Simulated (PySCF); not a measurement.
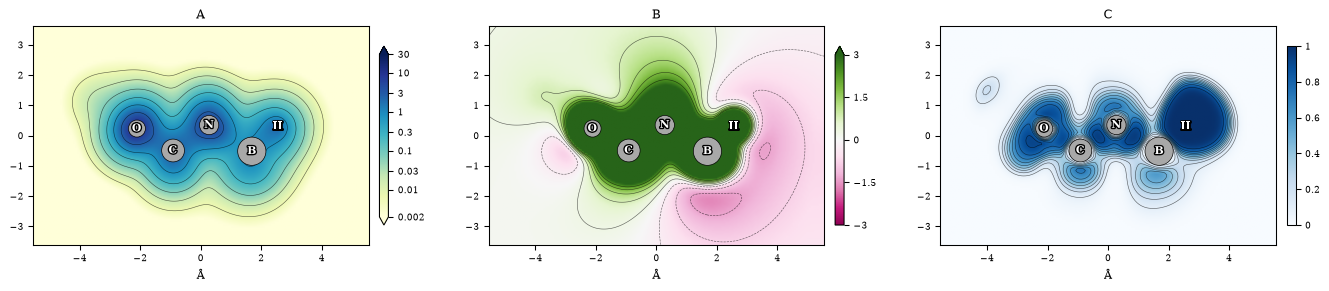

C$_{2}$H$_{10}$BNO (SMILES [BH3-][NH2+]COC): 3 fields on the plane of atoms N2, C3 and O4, with unlabelled colour scales. Grey discs cover the atomic cores.

Geometry: GFN2-xTB.

Level of theory: PBE0/def2-SVPD, SCF density, gas phase (PySCF 2.14.0).

The panels show electron density, electron localisation function and electrostatic potential in some order. Assign them.

Panel A: electron density. Panel B: electrostatic potential (strongly positive close to the atoms, with negative regions outside electron-rich atoms). Panel C: electron localisation function. From the grid: C–O (1.40 Å): ρ is about 2.2 e/Å³ halfway, with its minimum of 1.8 e/Å³ about 0.5 Å from C; the ELF peaks at about 0.90 between the atoms, as expected for a shared but strongly polarised pair. C–N (1.46 Å): ρ is about 1.9 e/Å³ halfway; the ELF peaks at about 0.95 between the atoms; a covalent bond.
